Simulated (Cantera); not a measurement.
Feed: 1 mol CH₃SiCl₃, 0.72 mol HCl, 5.9 mol H₂, equilibrated at 0.140 bar.

These are equilibrium values from Cantera (NASA tables, ideal gas, pure condensed phases), not measurements of a reactor. Candidate condensed phases: C, C₆H₆, C₇H₈, C₈H₁₈, Si, SiC; 109 gas species. The feed counts by its element totals alone. The tables' values for SiCl₃ are old estimates; treat these amounts as uncertain. Kinetics and transport are ignored.

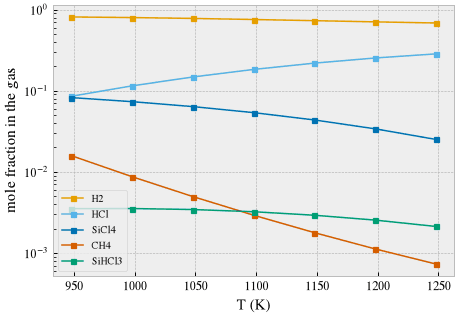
Figure. Equilibrium gas composition (values under 1e-9 drawn at 1e-9)

From 948 K to 1248 K the condensed part is C(graphite) + SiC(s). The main Si-bearing gas is SiCl₄ throughout. The share of Si in condensed phases is highest at 1248 K (72.5 %) and lowest at 948 K (24.9 %).
